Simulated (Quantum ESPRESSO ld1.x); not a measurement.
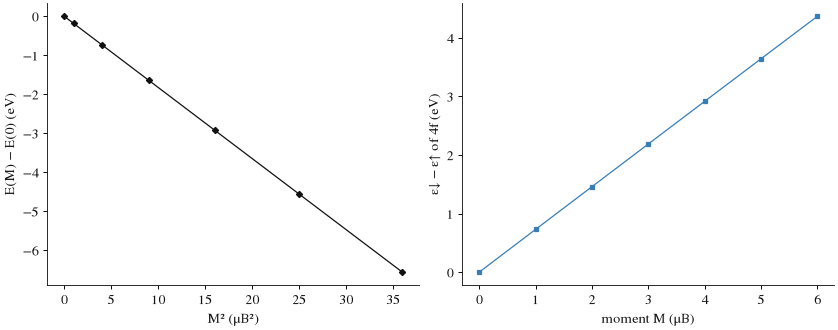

For Eu³⁺ in [Xe] 4f6, the spin moment of the 4f shell is fixed at a series of values. All numbers are computed, not measured: scalar-relativistic Kohn-Sham, LDA (Slater exchange, Perdew-Wang correlation), spin-polarised, spherical densities, point nucleus (Quantum ESPRESSO ld1.x 7.5). The plot shows the energy and the exchange splitting.

**Describe both curves.**

The energy falls with the moment, to −6.56 eV at M = 6 μB, the largest moment run, in line with Hund's first rule (at fractional spins the functional's fractional-spin error adds to the fall). A fit E = −I M²/4 gives an exchange integral I of about 0.73 eV, and the exchange splitting grows nearly in proportion to M, to 4.37 eV (0.73 eV per μB).
